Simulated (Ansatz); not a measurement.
A relaxed structure of SrTiO₃. Calculation: r2SCAN (plane waves to 500 eV, PAW, scalar-relativistic; Ansatz, a program for electronic structure).

Pm-3m (No. 221), cP5, cubic perovskite type; a = 3.907 Å, b = 3.907 Å, c = 3.907 Å, α = 90.00°, β = 90.00°, γ = 90.00°.

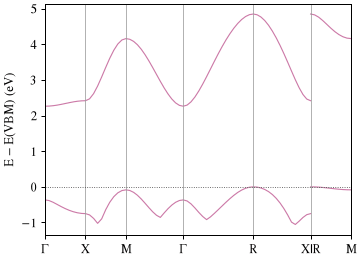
Highest filled and lowest empty band along the path of this cell's Brillouin zone

Task: Read off the gap and say whether it is direct.

Result: 2.26 eV, indirect (valence top at R, conduction bottom at Γ) (no spin-orbit coupling).

Task: How far does the top valence band disperse along this path?

Result: About 1.1 eV.

No spin polarisation in the result.

The run could not lose the symmetry of its start.

All atoms sit on sites fixed by symmetry, so only the cell could relax.
